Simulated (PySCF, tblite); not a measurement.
# C6H10BF3: geometry, infrared bands and NMR shifts

Wanted: the infrared bands and NMR shifts of C6H10BF3 (`C/C(CF)=C(/C)CB(F)F`), by calculation.

Computed with tblite 0.8.0 and PySCF 2.14.0, with density-fitted response routines of our own, on a single molecule in the gas phase. Atoms are numbered from 0 throughout.

## Step 1: The molecule as given

20 atoms, charge 0, multiplicity 1; geometry from: force field or distance geometry start.

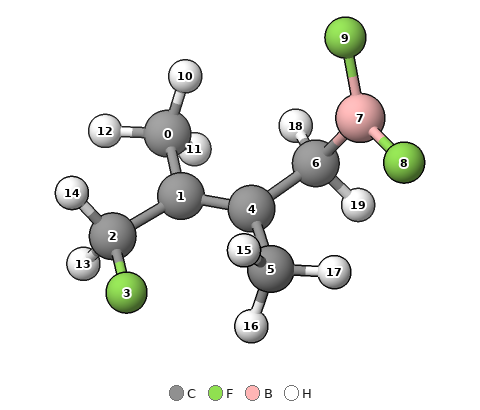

As it starts; carbon grey, fluorine green, boron pink, hydrogen white, atoms numbered.

## Step 2: Relaxing the molecule with GFN2-xTB

Job settings and geometry (Å):

```
{"job": {"kind": "relax", "xc": "GFN2-xTB", "basis": "xTB"}, "charge": 0, "multiplicity": 1}
C      1.325400    -1.508400    -0.164900
C      0.952800    -0.060900     0.069400
C      1.989400     0.815700     0.642200
F      1.629300     2.121200     0.839900
C     -0.257900     0.303300    -0.221200
C     -0.720700     1.706400    -0.030500
C     -1.212700    -0.696200    -0.800400
B     -2.470800    -0.827600     0.156600
F     -3.352500     0.303400     0.250700
F     -2.600200    -1.894900     1.127200
H      0.719600    -2.187300     0.471500
H      1.285900    -1.753700    -1.243800
H      2.364900    -1.619200     0.158900
H      2.857200     0.800100    -0.078100
H      2.354200     0.368200     1.588800
H     -0.692400     1.903300     1.069300
H     -0.094500     2.396800    -0.635900
H     -1.742800     1.775600    -0.445400
H     -0.736200    -1.655000    -1.001400
H     -1.603200    -0.280000    -1.756000
```

Launch:

```sh
$ OMP_NUM_THREADS=1 python probes_run.py task.json out
```

One launch serves the whole session: the jobs run in the order shown.

Log:

```text
step      E/eV     max force
  0    -909.40865    3.578
  1    -909.93022    2.295
  2    -910.08688    3.194
  3    -910.23771    0.674
  4    -910.28590    0.512
  5    -910.33602    0.604
  6    -910.35137    0.478
  7    -910.37463    0.249
  8    -910.38496    0.309
  9    -910.39455    0.244
 10    -910.40199    0.214
 11    -910.40863    0.152
 12    -910.41323    0.171
 13    -910.41695    0.172
 14    -910.42038    0.173
 15    -910.42356    0.134
 16    -910.42606    0.109
 17    -910.42779    0.101
 18    -910.42885    0.072
 19    -910.42947    0.063
 20    -910.42992    0.053
 21    -910.43039    0.062
 22    -910.43094    0.068
 23    -910.43158    0.063
 24    -910.43225    0.056
 25    -910.43293    0.056
 26    -910.43358    0.060
 27    -910.43414    0.055
 28    -910.43460    0.049
 29    -910.43504    0.052
 30    -910.43551    0.051
 31    -910.43599    0.049
 32    -910.43643    0.059
 33    -910.43690    0.060
 34    -910.43749    0.054
 35    -910.43818    0.074
 36    -910.43887    0.060
 37    -910.43947    0.070
 38    -910.44011    0.069
 39    -910.44097    0.079
 40    -910.44212    0.101
 41    -910.44325    0.084
 42    -910.44415    0.078
 43    -910.44490    0.055
 44    -910.44557    0.072
 45    -910.44630    0.088
 46    -910.44726    0.083
 47    -910.44856    0.080
 48    -910.45046    0.105
 49    -910.45175    0.103
 50    -910.45288    0.111
 51    -910.45354    0.108
 52    -910.45432    0.059
 53    -910.45523    0.082
 54    -910.45594    0.079
 55    -910.45679    0.060
 56    -910.45742    0.053
 57    -910.45801    0.053
 58    -910.45849    0.050
 59    -910.45879    0.037
 60    -910.45898    0.042
 61    -910.45908    0.023
 62    -910.45918    0.019
 63    -910.45927    0.023
 64    -910.45940    0.027
 65    -910.45955    0.028
 66    -910.45976    0.033
 67    -910.46000    0.036
 68    -910.46022    0.032
 69    -910.46040    0.034
 70    -910.46057    0.030
 71    -910.46077    0.029
 72    -910.46097    0.037
 73    -910.46113    0.031
 74    -910.46124    0.024
 75    -910.46133    0.022
 76    -910.46143    0.022
 77    -910.46157    0.029
 78    -910.46171    0.024
 79    -910.46184    0.023
 80    -910.46197    0.027
 81    -910.46212    0.026
 82    -910.46230    0.026
 83    -910.46244    0.027
 84    -910.46254    0.029
 85    -910.46264    0.030
 86    -910.46279    0.029
 87    -910.46303    0.039
 88    -910.46335    0.037
 89    -910.46368    0.038
 90    -910.46402    0.035
 91    -910.46433    0.031
 92    -910.46458    0.028
 93    -910.46473    0.027
 94    -910.46486    0.021
 95    -910.46498    0.029
 96    -910.46518    0.029
 97    -910.46538    0.032
 98    -910.46555    0.033
 99    -910.46568    0.035
100    -910.46583    0.036
101    -910.46603    0.044
102    -910.46626    0.037
103    -910.46645    0.045
104    -910.46660    0.029
105    -910.46671    0.027
106    -910.46684    0.022
107    -910.46698    0.025
108    -910.46714    0.032
109    -910.46734    0.034
110    -910.46770    0.050
111    -910.46839    0.066
112    -910.46971    0.113
113    -910.47090    0.177
114    -910.46671    0.288
115    -910.47433    0.073
116    -910.47541    0.102
117    -910.47647    0.126
118    -910.47708    0.121
119    -910.47781    0.101
120    -910.47875    0.083
121    -910.47973    0.078
122    -910.47890    0.218
123    -910.47995    0.198
124    -910.48124    0.123
125    -910.48269    0.060
126    -910.48397    0.095
127    -910.48502    0.195
128    -910.48732    0.109
129    -910.48961    0.104
130    -910.49231    0.204
131    -910.49600    0.159
132    -910.50070    0.172
133    -910.49821    0.269
134    -910.50356    0.197
135    -910.50529    0.140
136    -910.50728    0.098
137    -910.51099    0.282
138    -910.51295    0.121
139    -910.51482    0.106
140    -910.51599    0.157
141    -910.51728    0.128
142    -910.51938    0.072
143    -910.51985    0.052
144    -910.52025    0.035
145    -910.52062    0.037
146    -910.52078    0.023
147    -910.52105    0.031
148    -910.52125    0.028
149    -910.52137    0.034
150    -910.52149    0.033
151    -910.52168    0.038
152    -910.52191    0.027
153    -910.52204    0.026
154    -910.52215    0.026
155    -910.52228    0.025
156    -910.52243    0.030
157    -910.52258    0.027
158    -910.52269    0.021
159    -910.52275    0.015
160    -910.52279    0.012
161    -910.52283    0.013
162    -910.52286    0.014
163    -910.52288    0.010
164    -910.52291    0.012
165    -910.52295    0.016
166    -910.52300    0.019
167    -910.52305    0.017
168    -910.52310    0.013
169    -910.52315    0.015
170    -910.52321    0.018
171    -910.52330    0.026
172    -910.52344    0.034
173    -910.52364    0.041
174    -910.52388    0.036
175    -910.52410    0.030
176    -910.52425    0.028
177    -910.52437    0.024
178    -910.52451    0.024
179    -910.52466    0.027
180    -910.52480    0.022
181    -910.52490    0.023
182    -910.52500    0.025
183    -910.52509    0.022
184    -910.52519    0.013
185    -910.52522    0.008
```

It took 2.4 s on 1 thread of Arm Neoverse N1, shared host.

Step by step: (not every step is listed)

```
step  energy from step 0 (eV)  largest force (eV/Å)
   0                   0.0000                3.5782
   1                  -0.5216                2.2953
   2                  -0.6782                3.1938
   3                  -0.8291                0.6744
   4                  -0.8773                0.5122
   5                  -0.9274                0.6037
   6                  -0.9427                0.4783
   7                  -0.9660                0.2489
   8                  -0.9763                0.3085
  25                  -1.0243                0.0564
  42                  -1.0355                0.0778
  59                  -1.0501                0.0368
  76                  -1.0528                0.0217
  93                  -1.0561                0.0269
 110                  -1.0591                0.0495
 127                  -1.0764                0.1947
 144                  -1.1116                0.0349
 161                  -1.1142                0.0135
 178                  -1.1159                0.0244
 180                  -1.1162                0.0220
 181                  -1.1163                0.0228
 182                  -1.1164                0.0255
 183                  -1.1164                0.0216
 184                  -1.1165                0.0128
 185                  -1.1166                0.0082
```

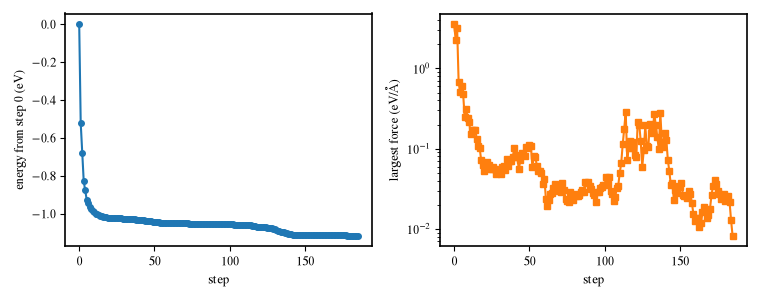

Energy and force, step by step.

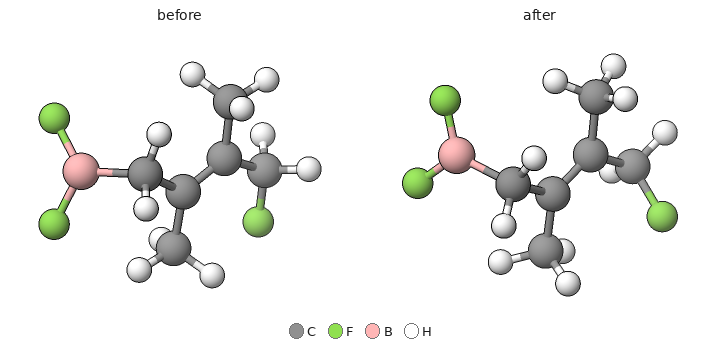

The geometry before (left) and after (right).

Distances of close pairs at the start and the end, largest changes first:

```
  bond  before (Å)  after (Å)  change (Å)
 B7–F9       1.448      1.319      -0.129
 B7–F8       1.437      1.318      -0.119
 C1–C4       1.297      1.335      +0.038
 C1–C2       1.473      1.508      +0.035
C2–H13       1.128      1.094      -0.034
C5–H15       1.118      1.086      -0.032
C0–H10       1.110      1.086      -0.025
C6–H19       1.113      1.090      -0.023
```

The final coordinates are the input of the step that follows.

## Step 3: Vibrational analysis with GFN2-xTB

Job settings and geometry (Å):

```
{"job": {"kind": "ir", "xc": "GFN2-xTB", "basis": "xTB"}, "charge": 0, "multiplicity": 1}
C      1.274394    -1.551680    -0.041895
C      0.893000    -0.105624     0.114591
C      1.970273     0.779295     0.689719
F      2.220737     1.875240    -0.110022
C     -0.288133     0.390603    -0.260103
C     -0.695412     1.819750    -0.069974
C     -1.347049    -0.470030    -0.932590
B     -2.255872    -1.109482     0.189433
F     -3.147018    -0.414755     0.868110
F     -2.155509    -2.364591     0.583310
H      0.415479    -2.203689     0.084006
H      1.703329    -1.728973    -1.029090
H      2.020465    -1.827099     0.700156
H      2.919656     0.241335     0.767154
H      1.694706     1.176948     1.675180
H     -0.105767     2.315835     0.694634
H     -0.563459     2.371331    -1.000793
H     -1.746212     1.869017     0.209605
H     -0.876403    -1.230726    -1.552397
H     -1.936353     0.177972    -1.582071
```

Log:

```text
mode    cm-1     km/mol
  1      23.1      0.64
  2      54.4      2.61
  3      62.5      2.31
  4      67.3      2.59
  5      92.7      3.00
  6     107.2      1.12
  7     134.1      0.93
  8     214.4      1.87
  9     247.4      3.80
 10     300.6      1.96
 11     369.7      6.56
 12     397.1      5.97
 13     417.9     10.28
 14     430.3     19.33
 15     487.4      8.35
 16     547.6     22.58
 17     599.4     33.81
 18     742.4     39.27
 19     777.8      0.43
 20     856.2      3.97
 21     919.2     23.36
 22     956.9      3.37
 23    1002.0     13.94
 24    1021.0     43.65
 25    1025.1     36.23
 26    1046.7      5.73
 27    1062.9     10.63
 28    1165.9     28.37
 29    1189.8     16.03
 30    1213.8     39.10
 31    1220.4     54.54
 32    1248.0    199.74
 33    1264.9    263.18
 34    1280.5    354.51
 35    1328.5      8.61
 36    1404.7      0.83
 37    1406.8      8.60
 38    1439.8      0.29
 39    1458.1     11.46
 40    1477.5      3.19
 41    1480.9      7.45
 42    1486.4      2.28
 43    1504.7      2.60
 44    1720.1      9.25
 45    2901.2     31.43
 46    2957.4     21.41
 47    2989.2     22.25
 48    2997.4      9.66
 49    3004.2     17.67
 50    3024.0      9.83
 51    3029.4     23.25
 52    3035.5     26.70
 53    3063.5     12.81
 54    3065.2     16.59
```

Run time: 1.3 s. Hardware: 1 thread of Arm Neoverse N1, shared host.

Which atoms move in the most intense modes:

```
cm⁻¹  km/mol                                 atoms
 742    39.3             C6 31 %, C2 15 %, C5 10 %
1021    43.6  C2 29 %, F3 16 %, H10 11 %, H17 10 %
1025    36.2  C2 20 %, H17 14 %, F3 12 %, H16 12 %
1214    39.1           H18 32 %, H19 31 %, C6 18 %
1220    54.5           H14 43 %, H13 17 %, C4 14 %
1248   199.7   C1 25 %, B7 16 %, H14 16 %, C4 14 %
1265   263.2                      B7 49 %, C4 12 %
1280   354.5             B7 68 %, F8 11 %, F9 11 %
```

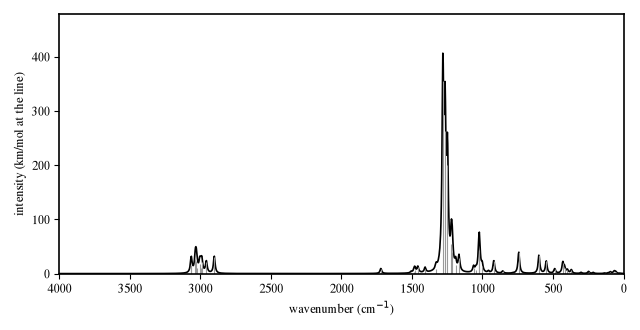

The infrared spectrum from these modes, unscaled. Lines are broadened to a width of 14 cm⁻¹ (Lorentzian).

## Step 4: Nuclear shieldings: PBE0/pcSseg-1

Same as in step 3 but for these lines:

```diff
@@ -1,2 +1,2 @@
-{"job": {"kind": "ir", "xc": "GFN2-xTB", "basis": "xTB"}, "charge": 0, "multiplicity": 1}
+{"job": {"kind": "nmr", "xc": "PBE0", "basis": "pcSseg-1"}, "charge": 0, "multiplicity": 1}
 C      1.274394    -1.551680    -0.041895
```

Method: GIAO PBE0/pcSseg-1 NMR shielding, non-relativistic, gas phase.

Log:

```text
coarse grid: 17064 points
cycle   1  E = -558.3016175035  dE =  1.144e+00  |g| = 7.950e-01  |ddm| = 3.983e+00
cycle   2  E = -558.2402635754  dE =  6.135e-02  |g| = 1.062e+00  |ddm| = 1.215e+00
cycle   3  E = -558.4126566093  dE = -1.724e-01  |g| = 7.791e-02  |ddm| = 6.871e-01
cycle   4  E = -558.4137186931  dE = -1.062e-03  |g| = 3.313e-02  |ddm| = 8.560e-02
cycle   5  E = -558.4139633027  dE = -2.446e-04  |g| = 5.996e-03  |ddm| = 3.877e-02
cycle   6  E = -558.4139684084  dE = -5.106e-06  |g| = 3.436e-03  |ddm| = 8.828e-03
cycle   7  E = -558.4139709515  dE = -2.543e-06  |g| = 6.958e-04  |ddm| = 3.230e-03
final grid: 166992 points
cycle   8  E = -558.4898904772  dE = -1.033e-04  |g| = 9.350e-03  |ddm| = 4.346e-02
cycle   9  E = -558.4898841991  dE =  6.278e-06  |g| = 1.095e-02  |ddm| = 1.869e-02
cycle  10  E = -558.4899115674  dE = -2.737e-05  |g| = 1.383e-03  |ddm| = 1.058e-02
cycle  11  E = -558.4899118792  dE = -3.118e-07  |g| = 3.673e-04  |ddm| = 1.351e-03
cycle  12  E = -558.4899119021  dE = -2.287e-08  |g| = 1.774e-04  |ddm| = 4.296e-04
cycle  13  E = -558.4899119090  dE = -6.981e-09  |g| = 3.446e-05  |ddm| = 1.751e-04
cycle  14  E = -558.4899119093  dE = -2.435e-10  |g| = 6.811e-06  |ddm| = 3.720e-05
converged SCF energy = -558.4899119093

GIAO shielding tensors (ppm)
atom      isotropic    diamagn.    paramagn.     s11        s22        s33       span
  0 C      165.493     248.965     -83.472    153.383    159.511    183.584     30.201
  1 C       51.324     264.744    -213.420    -53.670     61.639    146.002    199.672
  2 C       99.013     240.501    -141.488     64.192     85.574    147.274     83.082
  3 F      405.032     475.238     -70.206    357.813    386.841    470.444    112.631
  4 C       47.134     263.201    -216.067    -62.601     53.735    150.270    212.871
  5 C      162.252     248.151     -85.899    150.638    153.730    182.389     31.751
  6 C      162.420     253.896     -91.476    149.436    160.232    177.594     28.158
  7 B       74.774     193.576    -118.802     54.473     79.691     90.157     35.684
  8 F      245.413     468.073    -222.660     75.491    298.960    361.788    286.297
  9 F      244.627     467.372    -222.745     77.223    303.512    353.145    275.922
 10 H       29.680      32.552      -2.872     23.932     30.509     34.600     10.668
 11 H       29.489      30.407      -0.918     25.825     26.994     35.648      9.823
 12 H       30.358      30.758      -0.400     26.001     29.143     35.929      9.928
 13 H       26.872      29.473      -2.601     22.086     27.856     30.675      8.589
 14 H       26.166      30.033      -3.867     23.081     26.304     29.114      6.033
 15 H       29.515      31.748      -2.233     24.809     29.477     34.258      9.450
 16 H       29.555      29.817      -0.262     26.130     27.087     35.447      9.317
 17 H       29.958      31.018      -1.060     24.985     30.073     34.816      9.831
 18 H       29.629      33.156      -3.527     26.027     29.050     33.810      7.782
 19 H       30.020      31.388      -1.368     26.452     28.837     34.770      8.318
```

Run time: 100 s. Hardware: 1 thread of Arm Neoverse N1, shared host; peak memory 1.1 GiB.

Shifts follow as δ = σ(reference) − σ, with reference shieldings (ppm) from runs at the same level and on the same kind of geometry: ¹H TMS 31.72, ¹³C TMS 186.9, ¹⁹F CFCl3 170.9, ¹¹B BF3·OEt2 100.1. The references are single molecules in the gas phase, so shifts against H2O, NH3, PH3, H3PO4 or CFCl3 are not on the usual liquid scales and can be off by tens of ppm. Atoms listed in one row are averaged.

```
        atoms                                 environment  σ (ppm)  δ (ppm)  δ scaled to CDCl3
           C4             fully substituted alkene carbon     47.1    139.8              134.5
           C1             fully substituted alkene carbon     51.3    135.6              130.4
           C2                 allylic sp3 CH2 bonded to F     99.0     87.9               83.9
           C5                       allylic methyl carbon    162.3     24.7               22.2
           C6                 allylic sp3 CH2 bonded to B    162.4     24.5               22.0
           C0                       allylic methyl carbon    165.5     21.4               19.0
     H13, H14  hydrogen on an allylic sp3 CH2 bonded to F    26.52     5.20               5.01
H15, H16, H17        hydrogen on an allylic methyl carbon    29.68     2.04               2.03
     H18, H19  hydrogen on an allylic sp3 CH2 bonded to B    29.82     1.89               1.89
H10, H11, H12        hydrogen on an allylic methyl carbon    29.84     1.87               1.87
       F8, F9                        fluorine bonded to B    245.0    -74.1                  –
           F3                   fluorine on an sp3 carbon    405.0   -234.1                  –
           B7                      boron bonded to C, 2 F     74.8     25.3                  –
```

The scaled column applies a straight-line fit of computed shieldings to shifts measured in CDCl3, and one for carbons that bear F (root-mean-square error 0.16 ppm for H, 1.9 ppm for C).

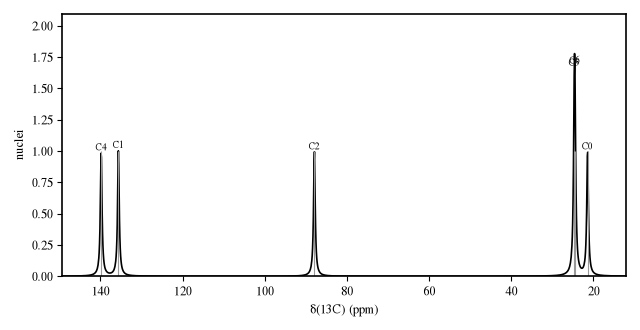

¹³C lines at the computed shifts, without couplings. Lines are broadened to a width of 0.47 ppm (Lorentzian).

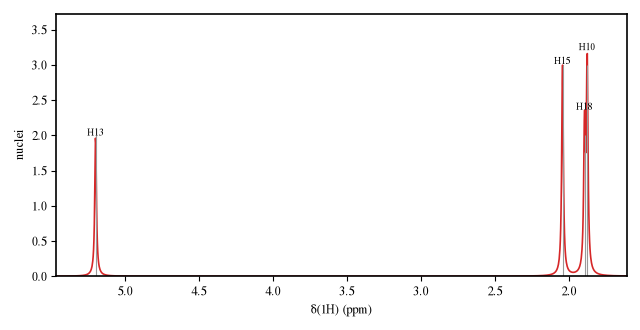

¹H lines at the computed shifts, without couplings. Lines are broadened to a width of 0.01 ppm (Lorentzian).

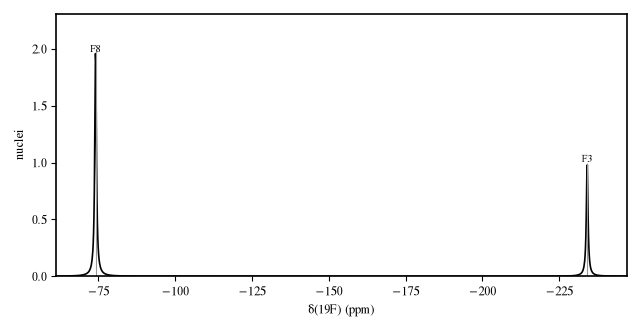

¹⁹F lines at the computed shifts, without couplings. Lines are broadened to a width of 0.64 ppm (Lorentzian).

The run also stored atomic charges by several schemes (e):

```
 atoms  Mulliken    IAO  Hirshfeld  ESP fit
    C0     -0.16  -0.43      -0.12    -0.44
    C1     -0.40  -0.04      -0.02     0.03
    C2      0.26   0.03       0.02     0.02
    F3     -0.34  -0.33      -0.12    -0.24
    C4     -0.38   0.03       0.01     0.24
    C5     -0.13  -0.43      -0.12    -0.69
    C6     -0.34  -0.46      -0.15    -0.58
    B7      0.79   0.74       0.32     0.74
F8, F9     -0.29  -0.31      -0.14    -0.29
```

Mulliken charges:

C0 -0.16; C1 -0.40; C2 0.26; F3 -0.34; C4 -0.38; C5 -0.13; C6 -0.34; B7 0.79; F8 -0.29; F9 -0.29; H10 0.13; H11 0.14; H12 0.12; H13 0.11; H14 0.12; H15 0.12; H16 0.14; H17 0.12; H18 0.15; H19 0.14

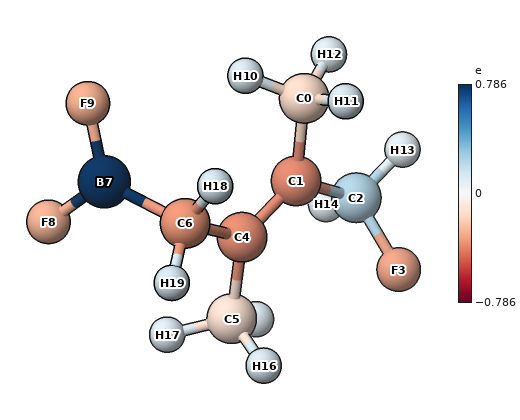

Mulliken charges, as colours on the atoms.

Mayer bond orders: C0–C1 1.12, C1–C2 1.06, C2–F3 0.89, C1–C4 1.78, C4–C5 1.12, C4–C6 1.07, C6–B7 0.95, B7–F8 1.12, B7–F9 1.11.

Orbitals, density, ELF and potential are computed afterwards from the orbital file.

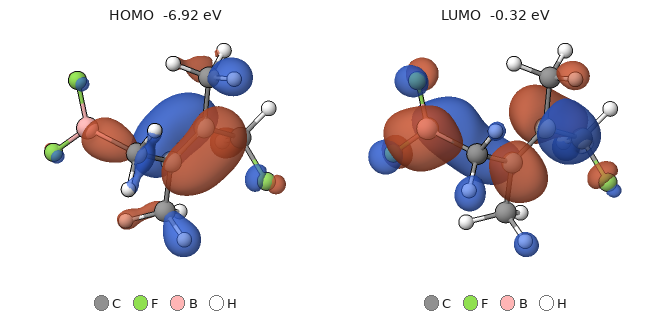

PBE0/pcSseg-1 orbitals near the gap, drawn at the value that encloses 70 % of each; the two colours are the two signs.

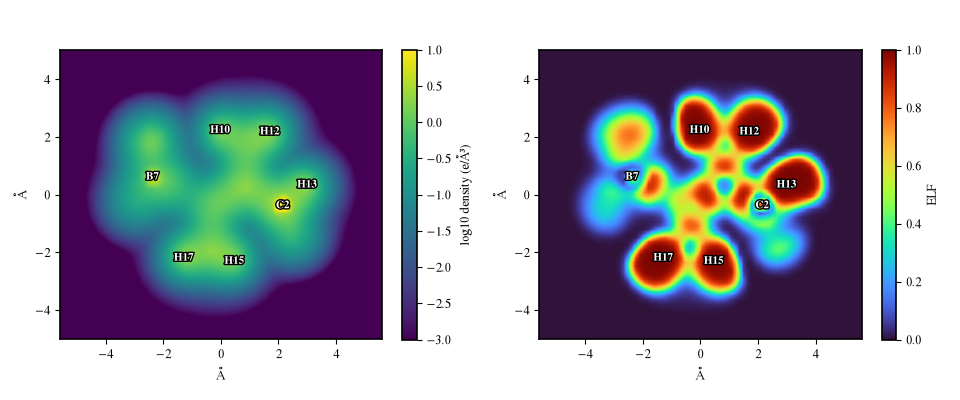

Density (left) and ELF (right) in a plane through or near 7 of the atoms.

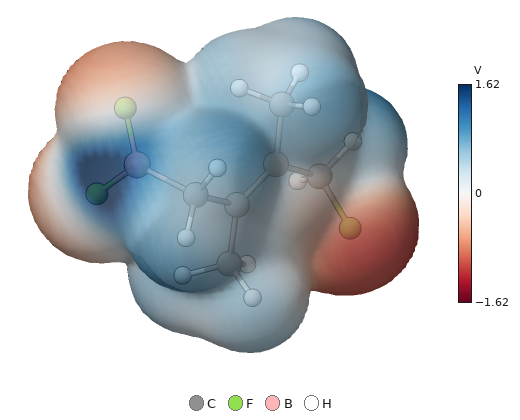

The potential that a unit positive charge feels on the 0.002 e/bohr³ surface, from -1.08 V near F3 to 1.62 V near B7.

## Step 5: What came out

```
                                                                 quantity                                     value
                                strongest single infrared mode (GFN2-xTB)                     1280 cm⁻¹, 355 km/mol
                                             zero-point energy (GFN2-xTB)                             96.2 kcal/mol
                                   ¹³C shifts against TMS (PBE0/pcSseg-1)  139.8, 135.6, 87.9, 24.7, 24.5, 21.4 ppm
   ¹H shifts against TMS (PBE0/pcSseg-1, means over atoms taken as alike)                5.20, 2.04, 1.89, 1.87 ppm
¹⁹F shifts against CFCl3 (PBE0/pcSseg-1, means over atoms taken as alike)                         -74.1, -234.1 ppm
                              ¹¹B shifts against BF3·OEt2 (PBE0/pcSseg-1)                                  25.3 ppm
                                    surface potential, least and greatest                        -1.08 V and 1.62 V
```

**Reading.** The optimisation took 185 steps and gained 1.117 eV; among the close pairs (by a distance rule), B7–F9 changed most, from 1.448 to 1.319 Å. All 54 modes are real, so the xTB geometry is a minimum. The strongest single mode, at 1280 cm⁻¹, moves mainly B7. GFN2-xTB is a fitted tight-binding method: band positions and strengths are rough. Its intensities can rank the bands wrongly. The most deshielded hydrogen is H13, H14 (mean) (hydrogen on an allylic sp3 CH2 bonded to F), at 5.20 ppm: its carbon carries F, an electronegative neighbour. At PBE0/pcSseg-1: The widest tensor belongs to F8, F9: span 281 ppm, with a paramagnetic part of -223 ppm. At PBE0/pcSseg-1, counted by nearest atom on the grid, the HOMO lies on C1, C4 about 33 % each, the LUMO on B7 24 %; C1, C4 about 19 % each.
